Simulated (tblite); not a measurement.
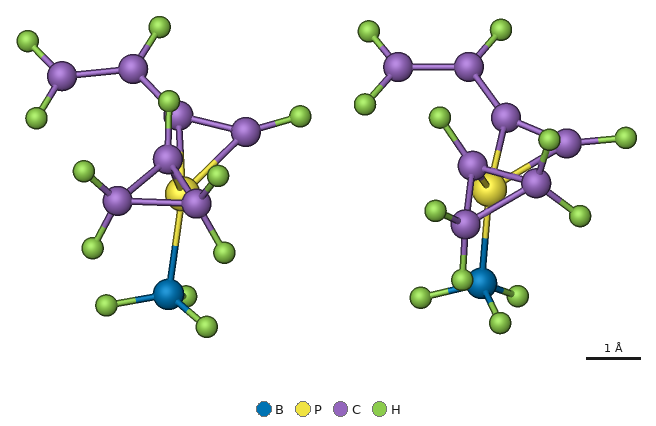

Two geometries of C7H12BP, drawn at one scale. One is the start of a relaxation, the other its converged end. The picture is a ball-and-stick view, seen from a free direction.

All numbers below come from GFN2-xTB geometry optimisation, gas phase in tblite. 

### Which one is relaxed?

The left one is the relaxed one. After 144 geometry steps the energy has fallen by 60.9 kJ/mol. The largest move after the best rigid fit is that of an H atom, 1.13 Å. Largest moves by element: H 1.13 Å, C 0.63 Å, P 0.42 Å, B 0.35 Å. Among the contacts that change: B–P 1.865 → 1.949 Å, C–C 1.485 → 1.425 Å, C–P 1.790 → 1.836 Å, C–C 1.528 → 1.490 Å. Bond angles that change, for instance: B–P–C 112.9° → 126.4°, C–P–C 118.1° → 105.4°, P–B–H 114.4° → 103.3°. Groups turn about C–P by about 45°. Cost: 2.2 s on 1 thread of Intel(R) Xeon(R) Platinum 8488C, on a shared host.
